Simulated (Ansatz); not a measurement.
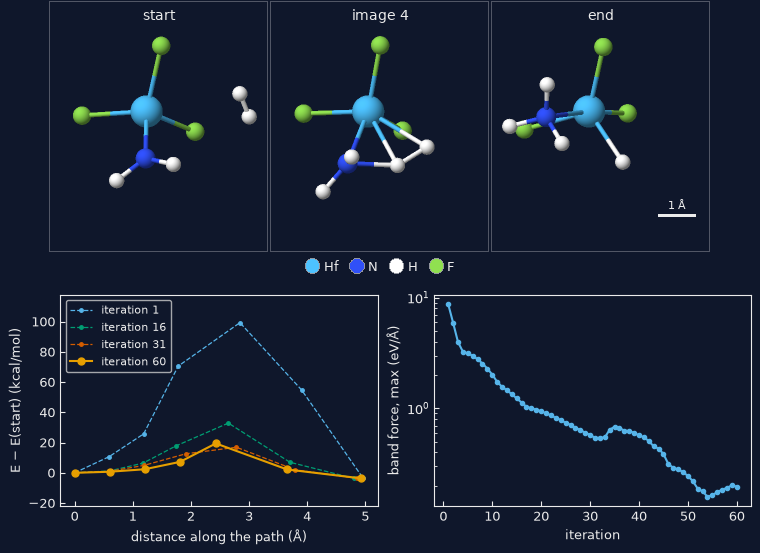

NEB run on HfNH4F3, made up at the start of HfNH₂F₃ and H$_{2}$. Images are numbered from 0 (start) to 6 (end). The plot follows the band through its iterations. Style: ball-and-stick. Shown from a free direction.

Computed with Ansatz 0.2.0, RKS PBE-D4/def2-SVP. Settings: 5 movable images; climbing image; force threshold 0.03 eV/Å; iteration limit 60; optimiser FIRE; largest step 0.02 Å; starting path through a guess of the saddle point.

**How did the profile develop, and is the result final?**

The result isn't final. The band hadn't converged when the run stopped after 60 iterations. The largest component of the band force went from 8.7 to 0.2 eV/Å. The barrier read from it is provisional, though the highest image hardly moved in the last two iterations. The step length is far from the usual. The first iteration put the highest image at 99.3 kcal/mol. Forward barrier 19.4 kcal/mol, backward barrier 23.1 kcal/mol, with image 4 at the top; the reaction energy is −3.6 kcal/mol.

Limits of the set-up: the start holds two separate molecules, 2.6 Å apart at their closest, whose relative position is a soft coordinate.
